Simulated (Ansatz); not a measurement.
Input

```
crystal:
  periodic: [false, false, false]
  atoms:
    - {symbol: O, position_ang: [-1.978244, 0.385114, -1.088309]}
    - {symbol: Al, position_ang: [-0.546502, 0.959063, -0.371842]}
    - {symbol: Al, position_ang: [1.163984, -0.778299, 0.124774]}
    - {symbol: F, position_ang: [-0.191396, -0.062559, 1.174511]}
    - {symbol: H, position_ang: [-2.696800, 0.962315, -1.340262]}
    - {symbol: H, position_ang: [-0.305445, 2.498179, -0.097085]}
    - {symbol: H, position_ang: [1.935339, -1.887006, 0.980172]}
basis:
  gaussian: {orbitals: def2-TZVPP}
hamiltonian: {xc: pbe0, dispersion: d4}
output: {orbitals: {seedname: orbitals}}
```

Launched as:

```sh
ansatz run in.yaml --threads 2 --pin off --events-out ev --progress --plain --max-ram 4352MiB
```

Geometry: PBE0-D4/def2-TZVP.

These are results of RKS PBE0-D4/def2-TZVPP in Ansatz, not measurements.

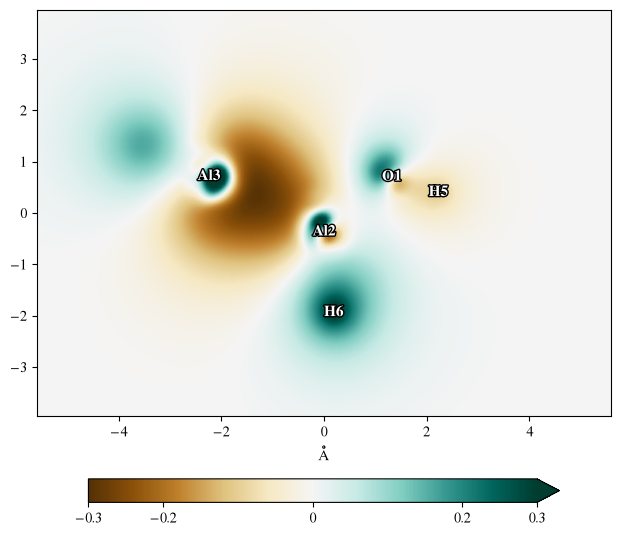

Al$_{2}$FH$_{3}$O. The HOMO on the plane of atoms O1, Al2 and Al3 (values in Å⁻³ᐟ²; the overall sign is arbitrary).

### Where does this orbital lie, and at what energy?

Its weight (Hirshfeld) is mainly on Al3 (about 50 %), Al2 (about 25 %), H7 (about 10 %) and F4 (about 5 %). Its energy is −6.43 eV.
